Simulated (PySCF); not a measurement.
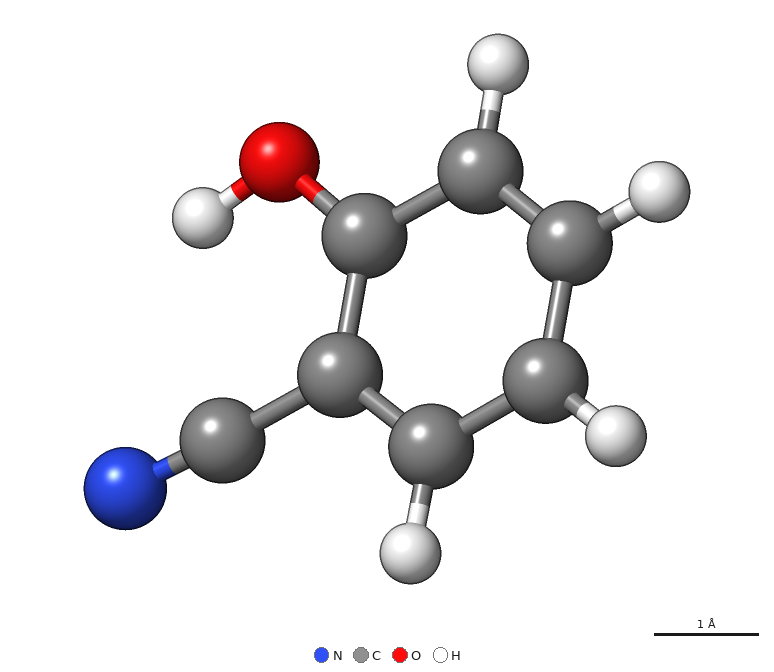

Ball-and-stick drawing of a structure.

The computed structure is the end point of a GFN2-xTB optimisation. No frequency run is at hand to confirm it as a minimum.

**Which formula does it have?**

C₇H₅NO, 14 atoms: 7 carbon, 5 hydrogen, 1 nitrogen and 1 oxygen.

**Count the bonded pairs by element.**

7 C–C, 4 C–H, 1 C–N, 1 C–O, 1 O–H.

**Write the SMILES.**

N#Cc1ccccc1O

**Which point group does it belong to?**

Cs.

The parts below concern this one geometry. Atoms keep their numbers from picture to picture.

### Charges

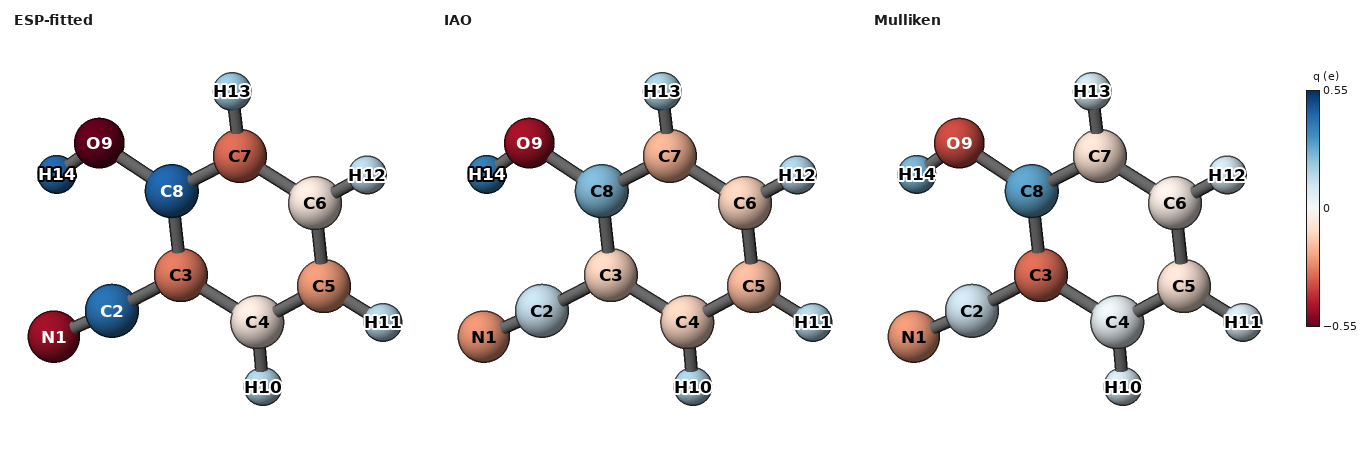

Atomic charges of one calculation by 3 schemes, on one colour scale. No frequency run is at hand to confirm it as a minimum. Computed with PBE0/pcSseg-1 (PySCF 2.14.0).

**Which scheme gives the most polar picture (largest mean size of the charges)?**

The ESP-fitted charges are the largest in size here, and the Mulliken charges the smallest.

**On which atom do the schemes disagree most?**

On C2 (from 0.12 to 0.41 e).

List the charges (e), one line for each set of equivalent atoms.

| atom | ESP-fitted | IAO | Mulliken |
| --- | --- | --- | --- |
| N1 | −0.47 | −0.24 | −0.24 |
| C2 | 0.41 | 0.13 | 0.12 |
| C3 | −0.28 | −0.12 | −0.31 |
| C4 | −0.06 | −0.12 | 0.04 |
| C5 | −0.24 | −0.17 | −0.08 |
| C6 | −0.05 | −0.12 | −0.04 |
| C7 | −0.31 | −0.19 | −0.09 |
| C8 | 0.43 | 0.24 | 0.29 |
| O9 | −0.55 | −0.46 | −0.36 |
| H10 | 0.17 | 0.17 | 0.10 |
| H11 | 0.16 | 0.16 | 0.10 |
| H12 | 0.15 | 0.16 | 0.10 |
| H13 | 0.20 | 0.17 | 0.11 |
| H14 | 0.43 | 0.37 | 0.25 |

### Bond orders

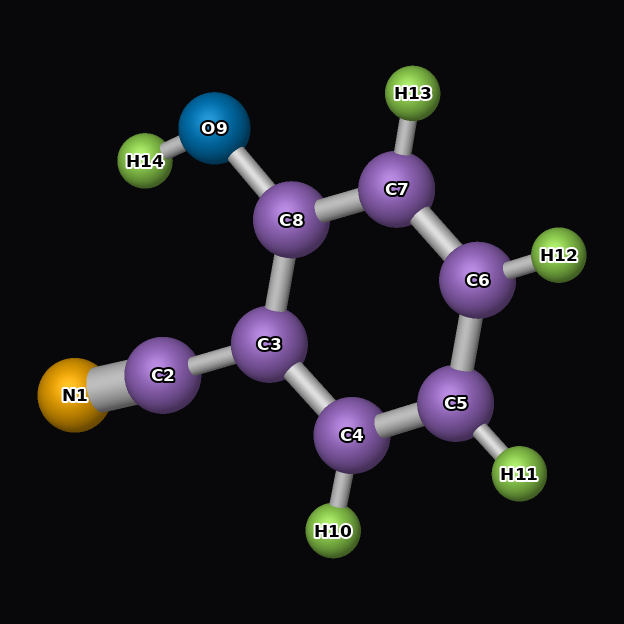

The thickness of each stick grows with its Mayer bond order. No frequency run is at hand to confirm it as a minimum. Level of theory: PBE0/pcSseg-1 (PySCF 2.14.0).

**Which bond has the highest Mayer bond order?**

N1–C2, 3.00, at a length of 1.148 Å.

List the Mayer bond orders of N1–C2, C2–C3, C3–C4, C3–C8, C4–C5, C4–H10, C5–C6, C5–H11, C6–C7, C6–H12, C7–C8, C7–H13, C8–O9, O9–H14.

```json
{"bond": "N1–C2", "Mayer order": "3.00", "length (Å)": "1.148"}
{"bond": "C2–C3", "Mayer order": "1.05", "length (Å)": "1.410"}
{"bond": "C3–C4", "Mayer order": "1.36", "length (Å)": "1.396"}
{"bond": "C3–C8", "Mayer order": "1.24", "length (Å)": "1.405"}
{"bond": "C4–C5", "Mayer order": "1.48", "length (Å)": "1.378"}
{"bond": "C4–H10", "Mayer order": "0.96", "length (Å)": "1.080"}
{"bond": "C5–C6", "Mayer order": "1.40", "length (Å)": "1.389"}
{"bond": "C5–H11", "Mayer order": "0.96", "length (Å)": "1.079"}
{"bond": "C6–C7", "Mayer order": "1.47", "length (Å)": "1.380"}
{"bond": "C6–H12", "Mayer order": "0.96", "length (Å)": "1.079"}
{"bond": "C7–C8", "Mayer order": "1.39", "length (Å)": "1.392"}
{"bond": "C7–H13", "Mayer order": "0.94", "length (Å)": "1.078"}
{"bond": "C8–O9", "Mayer order": "1.15", "length (Å)": "1.350"}
{"bond": "O9–H14", "Mayer order": "0.93", "length (Å)": "0.968"}
```

### Electronic properties

No frequency run is at hand to confirm it as a minimum. Level of theory: PBE0/pcSseg-1, gas phase (PySCF 2.14.0).

**Estimate the HOMO energy (Kohn–Sham orbital).**

−7.28 eV.

**Estimate the dipole moment.**

3.40 D.

**What is the HOMO–LUMO gap?**

5.68 eV.

Mulliken values depend strongly on the basis set and can even reverse the polarity of a bond.
